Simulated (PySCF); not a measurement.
# Geometry relaxation, with input and output: AlH3Cl (charge −1) (part 2 of 2)

The same run, continued: AlH3Cl, charge −1; HF/pcseg-1, RHF, SS(V)PE solvent chlorobenzene (PySCF 2.14.0). The atoms were displaced at random from an optimised geometry.

Geometry of the input (Å):
```
Al 0.0965  0.0329  -0.1070
Cl -1.5700  0.0042  1.1868
H  0.2925  1.5009  -0.7429
H  -0.1549  -1.0912  -1.2297
H  1.4193  -0.3991  0.8065
```

## The program's output, continued
```
Geometry optimization cycle 12
Cartesian coordinates (Angstrom)
 Atom        New coordinates             dX        dY        dZ
  Al   0.158895   0.008848  -0.129137   -0.000048  0.000289 -0.000021
  Cl  -1.601559   0.023934   1.303075   -0.001148  0.003572 -0.000066
   H   0.257866   1.491085  -0.753735    0.004878 -0.001699 -0.002254
   H  -0.209003  -1.102817  -1.243624   -0.002103  0.000486  0.000720
   H   1.477164  -0.373246   0.737037   -0.001579 -0.002648  0.001621

WARN: PCM is an experimental feature. It is still in testing.
Features and APIs may be changed in the future.

converged SCF energy = -703.284280686023
--------------- PCMDFRHF_Scanner (+PCM) gradients ---------------
         x                y                z
0 Al    -0.0000816365     0.0000826375    -0.0001207568
1 Cl    -0.0000039860    -0.0000515811     0.0001421959
2 H     0.0000265949    -0.0000686553     0.0002392106
3 H     0.0000181924     0.0000107652    -0.0001983772
4 H     0.0000408352     0.0000268337    -0.0000622725
----------------------------------------------
cycle 12: E = -703.284280686  dE = -2.58786e-06  norm(grad) = 0.0003996
Step   11 : Displace = 1.185e-03/1.746e-03 (rms/max) Trust = 3.000e-01 (=) Grad = 1.787e-04/2.503e-04 (rms/max) E (change) = -703.2842806860 (-2.588e-06) Quality = 1.500
Hessian Eigenvalues: 6.23886e-03 8.90254e-03 3.22133e-02 ... 9.22900e-02 1.12571e-01 1.22370e-01

Geometry optimization cycle 13
Cartesian coordinates (Angstrom)
 Atom        New coordinates             dX        dY        dZ
  Al   0.159362   0.009266  -0.128625    0.000467  0.000419  0.000511
  Cl  -1.603536   0.028370   1.301501   -0.001977  0.004436 -0.001574
   H   0.262169   1.488975  -0.758373    0.004304 -0.002109 -0.004638
   H  -0.210095  -1.103367  -1.240943   -0.001092 -0.000550  0.002681
   H   1.475462  -0.375442   0.740057   -0.001702 -0.002196  0.003020

WARN: PCM is an experimental feature. It is still in testing.
Features and APIs may be changed in the future.

converged SCF energy = -703.284283529264
--------------- PCMDFRHF_Scanner (+PCM) gradients ---------------
         x                y                z
0 Al     0.0000613882     0.0001451517    -0.0003259453
1 Cl    -0.0001311888    -0.0000607004     0.0001655265
2 H     0.0000533245    -0.0000259709     0.0001735223
3 H     0.0000060714     0.0000518811    -0.0000465377
4 H     0.0000104046    -0.0001103615     0.0000334342
----------------------------------------------
cycle 13: E = -703.284283529  dE = -2.84324e-06  norm(grad) = 0.000480937
Step   12 : Displace = 1.497e-03/2.091e-03 (rms/max) Trust = 3.000e-01 (=) Grad = 2.151e-04/3.620e-04 (rms/max) E (change) = -703.2842835293 (-2.843e-06) Quality = 1.346
Hessian Eigenvalues: 5.96873e-03 8.46024e-03 2.23579e-02 ... 9.51667e-02 1.12753e-01 1.26976e-01

Geometry optimization cycle 14
Cartesian coordinates (Angstrom)
 Atom        New coordinates             dX        dY        dZ
  Al   0.159690   0.009376  -0.127718    0.000328  0.000109  0.000907
  Cl  -1.604777   0.030969   1.299872   -0.001241  0.002599 -0.001629
   H   0.263202   1.487391  -0.762257    0.001032 -0.001584 -0.003884
   H  -0.209623  -1.104628  -1.238454    0.000472 -0.001261  0.002489
   H   1.474870  -0.375304   0.742174   -0.000592  0.000137  0.002117

WARN: PCM is an experimental feature. It is still in testing.
Features and APIs may be changed in the future.

converged SCF energy = -703.284285170282
--------------- PCMDFRHF_Scanner (+PCM) gradients ---------------
         x                y                z
0 Al     0.0001338320     0.0000835609    -0.0002773446
1 Cl    -0.0001515251    -0.0000529540     0.0000839012
2 H     0.0000340424     0.0000538934     0.0000804307
3 H     0.0000062627     0.0000577750     0.0000491204
4 H    -0.0000226120    -0.0001422753     0.0000638924
----------------------------------------------
cycle 14: E = -703.28428517  dE = -1.64102e-06  norm(grad) = 0.000419255
Step   13 : Displace = 9.725e-04/1.277e-03 (rms/max) Trust = 3.000e-01 (=) Grad = 1.875e-04/3.191e-04 (rms/max) E (change) = -703.2842851703 (-1.641e-06) Quality = 1.410
Hessian Eigenvalues: 5.78804e-03 8.66951e-03 1.59024e-02 ... 9.42514e-02 1.08972e-01 1.14403e-01

Geometry optimization cycle 15
Cartesian coordinates (Angstrom)
 Atom        New coordinates             dX        dY        dZ
  Al   0.159732   0.009171  -0.126786    0.000043 -0.000205  0.000932
  Cl  -1.604829   0.032875   1.299223   -0.000052  0.001906 -0.000649
   H   0.263004   1.485750  -0.765478   -0.000198 -0.001641 -0.003221
   H  -0.209715  -1.106066  -1.236369   -0.000092 -0.001438  0.002085
   H   1.475170  -0.373928   0.743027    0.000300  0.001377  0.000853

WARN: PCM is an experimental feature. It is still in testing.
Features and APIs may be changed in the future.

converged SCF energy = -703.284286316496
--------------- PCMDFRHF_Scanner (+PCM) gradients ---------------
         x                y                z
0 Al     0.0001348188    -0.0000094194    -0.0000986477
1 Cl    -0.0000944807    -0.0000350852    -0.0000323968
2 H     0.0000092565     0.0000890546     0.0000060157
3 H    -0.0000187260     0.0000448437     0.0000785115
4 H    -0.0000308686    -0.0000893936     0.0000465173
----------------------------------------------
cycle 15: E = -703.284286316  dE = -1.14621e-06  norm(grad) = 0.00025863
Step   14 : Displace = 7.006e-04/9.205e-04 (rms/max) Trust = 3.000e-01 (=) Grad = 1.157e-04/1.673e-04 (rms/max) E (change) = -703.2842863165 (-1.146e-06) Quality = 1.346
Hessian Eigenvalues: 6.02714e-03 8.72863e-03 1.34102e-02 ... 8.89060e-02 1.09585e-01 1.15197e-01

Geometry optimization cycle 16
Cartesian coordinates (Angstrom)
 Atom        New coordinates             dX        dY        dZ
  Al   0.159326   0.008922  -0.126318   -0.000406 -0.000249  0.000468
  Cl  -1.604250   0.033687   1.299755    0.000579  0.000812  0.000532
   H   0.262323   1.484678  -0.766900   -0.000680 -0.001072 -0.001422
   H  -0.209620  -1.107040  -1.235738    0.000096 -0.000974  0.000631
   H   1.475583  -0.372444   0.742817    0.000413  0.001483 -0.000210

WARN: PCM is an experimental feature. It is still in testing.
Features and APIs may be changed in the future.

converged SCF energy = -703.284286886817
--------------- PCMDFRHF_Scanner (+PCM) gradients ---------------
         x                y                z
0 Al     0.0000359724    -0.0000471630     0.0000378799
1 Cl    -0.0000251950    -0.0000142263    -0.0000768949
2 H     0.0000112640     0.0000570969    -0.0000065971
3 H    -0.0000090363     0.0000160177     0.0000317787
4 H    -0.0000130050    -0.0000117253     0.0000138335
----------------------------------------------
cycle 16: E = -703.284286887  dE = -5.70321e-07  norm(grad) = 0.000130307
```

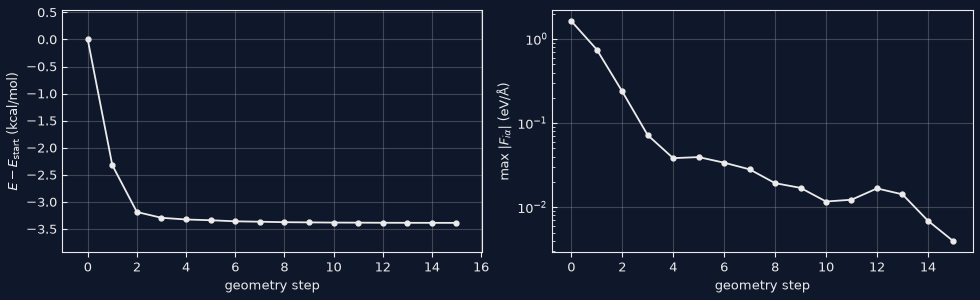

Fig. 1: Progress of the relaxation, step by step (steps are counted from 0).

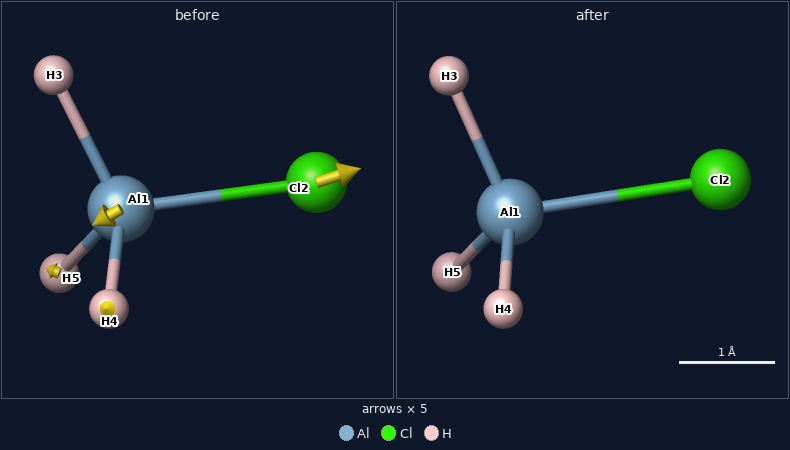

Fig. 2: Before (left) and after (right) the relaxation, at one scale (ball-and-stick view, seen at a tilt). The yellow arrows give the displacements, magnified 5 times. After 15 geometry steps the energy has fallen by 3.39 kcal/mol. Largest force component: 1.6 eV/Å at the start, 0.004 eV/Å at the end. The largest move after the best rigid fit is that of Cl2, 0.099 Å. Largest moves by element: Cl 0.099 Å, Al 0.072 Å, H 0.031 Å. Among the contacts that change: Al1–Cl2 2.110 → 2.268 Å, Al1–H5 1.665 → 1.623 Å, Al1–H4 1.608 → 1.616 Å. Among the angles that change: H4–Al1–H5 109.0° → 113.0°, Cl2–Al1–H3 110.5° → 106.8°. (Atoms are counted from 1 in the order of the input.)

```
Step   15 : Displace = 4.660e-04/6.647e-04 (rms/max) Trust = 3.000e-01 (=) Grad = 5.827e-05/8.216e-05 (rms/max) E (change) = -703.2842868868 (-5.703e-07) Quality = 1.311
Hessian Eigenvalues: 6.02714e-03 8.72863e-03 1.34102e-02 ... 8.89060e-02 1.09585e-01 1.15197e-01
Converged! =D

converged: True
Al          0.15932605        0.00892205       -0.12631774
Cl         -1.60425023        0.03368715        1.29975501
H           0.26232314        1.48467809       -0.76689996
H          -0.20961967       -1.10703995       -1.23573753
H           1.47558271       -0.37244434        0.74281721

WARN: PCM is an experimental feature. It is still in testing.
Features and APIs may be changed in the future.

converged SCF energy = -703.284286886812
total energy: -703.28428689 hartree

WARN: System has nonzero charge -1; the dipole moment is origin-dependent.
Location of origin: [0. 0. 0.]

Dipole moment(X, Y, Z, Debye):  2.33115, -0.06012, -1.82262
 ** Mulliken pop  **
pop of  0 Al 1s           1.99992
pop of  0 Al 2s           2.02871
pop of  0 Al 3s           0.36176
pop of  0 Al 4s           0.11935
pop of  0 Al 2px          1.99855
pop of  0 Al 2py          1.99940
pop of  0 Al 2pz          1.99878
pop of  0 Al 3px          0.34921
pop of  0 Al 3py          0.48102
pop of  0 Al 3pz          0.38762
pop of  0 Al 4px         -0.01337
pop of  0 Al 4py         -0.00752
pop of  0 Al 4pz         -0.01139
pop of  0 Al 3dxx         0.08465
pop of  0 Al 3dxy         0.01012
pop of  0 Al 3dxz         0.04324
pop of  0 Al 3dyy         0.10026
pop of  0 Al 3dyz         0.04052
pop of  0 Al 3dzz         0.07285
pop of  1 Cl 1s           1.99969
pop of  1 Cl 2s           2.01751
pop of  1 Cl 3s           1.12256
pop of  1 Cl 4s           0.72961
pop of  1 Cl 2px          1.99806
pop of  1 Cl 2py          1.99833
pop of  1 Cl 2pz          1.99816
pop of  1 Cl 3px          1.25077
pop of  1 Cl 3py          1.30314
pop of  1 Cl 3pz          1.27093
pop of  1 Cl 4px          0.59300
pop of  1 Cl 4py          0.67569
pop of  1 Cl 4pz          0.62098
pop of  1 Cl 3dxx         0.03398
pop of  1 Cl 3dxy         0.00056
pop of  1 Cl 3dxz         0.00435
pop of  1 Cl 3dyy         0.02138
pop of  1 Cl 3dyz         0.00045
pop of  1 Cl 3dzz         0.02887
pop of  2  H 1s           0.76573
pop of  2  H 2s           0.65881
pop of  2  H 2px          0.00004
pop of  2  H 2py          0.00286
pop of  2  H 2pz          0.00058
pop of  3  H 1s           0.76485
pop of  3  H 2s           0.66143
pop of  3  H 2px          0.00020
pop of  3  H 2py          0.00163
pop of  3  H 2pz          0.00162
pop of  4  H 1s           0.76249
pop of  4  H 2s           0.66460
pop of  4  H 2px          0.00225
pop of  4  H 2py          0.00022
pop of  4  H 2pz          0.00097
 ** Mulliken atomic charges  **
charge of    0Al =      0.95632
charge of    1Cl =     -0.66804
charge of    2H =     -0.42802
charge of    3H =     -0.42974
charge of    4H =     -0.43053
```

## Trajectory as extended XYZ (Å, eV, eV/Å), 16 frames, from step=0 to step=15
```
5
Properties=species:S:1:pos:R:3:forces:R:3 step=0 energy=-19137.19352
Al    0.0965    0.0329   -0.1070    1.6337  -0.1891  -0.6372
Cl   -1.5700    0.0042    1.1868   -1.4178   0.0710   1.1477
H     0.2925    1.5009   -0.7429   -0.0174   0.0480  -0.0187
H    -0.1549   -1.0912   -1.2297    0.0197  -0.1224  -0.2381
H     1.4193   -0.3991    0.8065   -0.2182   0.1925  -0.2537
5
Properties=species:S:1:pos:R:3:forces:R:3 step=1 energy=-19137.29419
Al    0.1144    0.0227   -0.1082    0.7507  -0.0857  -0.4732
Cl   -1.6043    0.0125    1.2263   -0.6552   0.0469   0.5879
H     0.2944    1.4979   -0.7443   -0.0706  -0.0182   0.0125
H    -0.1433   -1.1012   -1.2482    0.0038  -0.0163  -0.0573
H     1.4223   -0.3841    0.7879   -0.0287   0.0733  -0.0700
5
Properties=species:S:1:pos:R:3:forces:R:3 step=2 energy=-19137.33167
Al    0.1309    0.0125   -0.1179    0.2385   0.0130  -0.1399
Cl   -1.6252    0.0212    1.2724   -0.1515  -0.0002   0.0923
H     0.2792    1.4918   -0.7480   -0.0969  -0.0139   0.0067
H    -0.1374   -1.1093   -1.2619   -0.0312   0.0192   0.0354
H     1.4359   -0.3683    0.7690    0.0412  -0.0181   0.0055
5
Properties=species:S:1:pos:R:3:forces:R:3 step=3 energy=-19137.33630
Al    0.1423    0.0110   -0.1209    0.0721   0.0176  -0.0451
Cl   -1.6311    0.0210    1.2812   -0.0119  -0.0139   0.0004
H     0.2628    1.4911   -0.7496   -0.0567  -0.0036   0.0009
H    -0.1389   -1.1097   -1.2609   -0.0338   0.0153   0.0369
H     1.4483   -0.3656    0.7637    0.0303  -0.0154   0.0069
5
Properties=species:S:1:pos:R:3:forces:R:3 step=4 energy=-19137.33767
Al    0.1505    0.0117   -0.1229   -0.0060  -0.0036   0.0058
Cl   -1.6301    0.0176    1.2846    0.0384  -0.0127  -0.0225
H     0.2487    1.4919   -0.7511   -0.0133   0.0116  -0.0036
H    -0.1444   -1.1088   -1.2567   -0.0327   0.0053   0.0251
H     1.4588   -0.3647    0.7598    0.0136  -0.0006  -0.0047
5
Properties=species:S:1:pos:R:3:forces:R:3 step=5 energy=-19137.33826
Al    0.1544    0.0124   -0.1240   -0.0174  -0.0166   0.0125
Cl   -1.6256    0.0145    1.2861    0.0395  -0.0060  -0.0161
H     0.2415    1.4936   -0.7524    0.0060   0.0144  -0.0012
H    -0.1522   -1.1083   -1.2520   -0.0323  -0.0008   0.0149
H     1.4653   -0.3643    0.7560    0.0042   0.0090  -0.0102
5
Properties=species:S:1:pos:R:3:forces:R:3 step=6 energy=-19137.33912
Al    0.1611    0.0128   -0.1267   -0.0186  -0.0339   0.0097
Cl   -1.6126    0.0091    1.2908    0.0202   0.0083   0.0050
H     0.2308    1.4973   -0.7547    0.0299   0.0083   0.0077
H    -0.1741   -1.1085   -1.2416   -0.0227  -0.0008  -0.0084
H     1.4781   -0.3628    0.7458   -0.0088   0.0181  -0.0140
5
Properties=species:S:1:pos:R:3:forces:R:3 step=7 energy=-19137.33945
Al    0.1624    0.0116   -0.1280   -0.0123  -0.0196   0.0054
Cl   -1.6060    0.0089    1.2941    0.0033   0.0102   0.0136
H     0.2309    1.4983   -0.7542    0.0283  -0.0041   0.0083
H    -0.1857   -1.1084   -1.2389   -0.0121   0.0032  -0.0184
H     1.4818   -0.3625    0.7406   -0.0071   0.0103  -0.0089
5
Properties=species:S:1:pos:R:3:forces:R:3 step=8 energy=-19137.33983
Al    0.1605    0.0092   -0.1284    0.0107   0.0184  -0.0144
Cl   -1.6010    0.0119    1.2983   -0.0172   0.0055   0.0167
H     0.2384    1.4974   -0.7514    0.0126  -0.0194   0.0019
H    -0.1959   -1.1069   -1.2411   -0.0072   0.0035  -0.0085
H     1.4814   -0.3638    0.7363    0.0012  -0.0080   0.0043
5
Properties=species:S:1:pos:R:3:forces:R:3 step=9 energy=-19137.33998
Al    0.1597    0.0086   -0.1287    0.0116   0.0170  -0.0152
Cl   -1.6001    0.0149    1.3007   -0.0154   0.0034   0.0100
H     0.2440    1.4957   -0.7507    0.0074  -0.0129  -0.0044
H    -0.2009   -1.1054   -1.2429   -0.0045   0.0035   0.0020
H     1.4807   -0.3661    0.7351    0.0009  -0.0110   0.0076
5
Properties=species:S:1:pos:R:3:forces:R:3 step=10 energy=-19137.34013
Al    0.1589    0.0086   -0.1291    0.0079   0.0032  -0.0046
Cl   -1.6004    0.0204    1.3031   -0.0061   0.0023  -0.0022
H     0.2530    1.4928   -0.7515    0.0015   0.0001  -0.0115
H    -0.2069   -1.1033   -1.2443   -0.0015   0.0014   0.0117
H     1.4787   -0.3706    0.7354   -0.0018  -0.0070   0.0066
5
Properties=species:S:1:pos:R:3:forces:R:3 step=11 energy=-19137.34020
Al    0.1589    0.0088   -0.1291    0.0042  -0.0042   0.0062
Cl   -1.6016    0.0239    1.3031    0.0002   0.0027  -0.0073
H     0.2579    1.4911   -0.7537   -0.0014   0.0035  -0.0123
H    -0.2090   -1.1028   -1.2436   -0.0009  -0.0006   0.0102
H     1.4772   -0.3732    0.7370   -0.0021  -0.0014   0.0032
5
Properties=species:S:1:pos:R:3:forces:R:3 step=12 energy=-19137.34028
Al    0.1594    0.0093   -0.1286   -0.0032  -0.0075   0.0168
Cl   -1.6035    0.0284    1.3015    0.0067   0.0031  -0.0085
H     0.2622    1.4890   -0.7584   -0.0027   0.0013  -0.0089
H    -0.2101   -1.1034   -1.2409   -0.0003  -0.0027   0.0024
H     1.4755   -0.3754    0.7401   -0.0005   0.0057  -0.0017
5
Properties=species:S:1:pos:R:3:forces:R:3 step=13 energy=-19137.34032
Al    0.1597    0.0094   -0.1277   -0.0069  -0.0043   0.0143
Cl   -1.6048    0.0310    1.2999    0.0078   0.0027  -0.0043
H     0.2632    1.4874   -0.7623   -0.0018  -0.0028  -0.0041
H    -0.2096   -1.1046   -1.2385   -0.0003  -0.0030  -0.0025
H     1.4749   -0.3753    0.7422    0.0012   0.0073  -0.0033
5
Properties=species:S:1:pos:R:3:forces:R:3 step=14 energy=-19137.34036
Al    0.1597    0.0092   -0.1268   -0.0069   0.0005   0.0051
Cl   -1.6048    0.0329    1.2992    0.0049   0.0018   0.0017
H     0.2630    1.4857   -0.7655   -0.0005  -0.0046  -0.0003
H    -0.2097   -1.1061   -1.2364    0.0010  -0.0023  -0.0040
H     1.4752   -0.3739    0.7430    0.0016   0.0046  -0.0024
5
Properties=species:S:1:pos:R:3:forces:R:3 step=15 energy=-19137.34037
Al    0.1593    0.0089   -0.1263   -0.0019   0.0024  -0.0019
Cl   -1.6042    0.0337    1.2998    0.0013   0.0007   0.0040
H     0.2623    1.4847   -0.7669   -0.0006  -0.0029   0.0003
H    -0.2096   -1.1070   -1.2357    0.0005  -0.0008  -0.0016
H     1.4756   -0.3724    0.7428    0.0007   0.0006  -0.0007
```

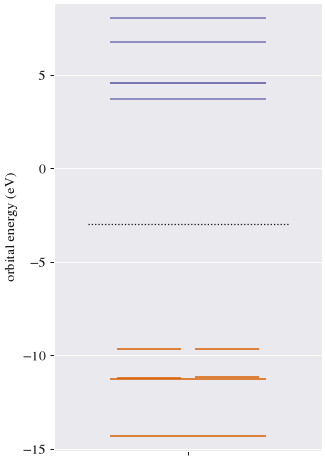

Fig. 3: Orbital energies near the frontier; the dotted line parts filled from empty levels, and levels within 0.02 eV of each other stand side by side. Highest filled −9.65 eV, lowest empty 3.70 eV, 13.35 eV apart.

## Key numbers

- outcome: converged
- total energy: −703.284287 hartree
- solvation energy: −0.070213 hartree
- basis functions: 53
- HOMO: −9.65 eV
- LUMO: 3.70 eV
- hardware: 1 thread of Arm Neoverse V2, 24 GiB of memory available, shared host
- wall time: 2.5 min
- peak memory: 0.36 GiB

Settings chosen away from the usual ones: tied set to false; solver set to EDIIS (from DIIS); cart set to true.
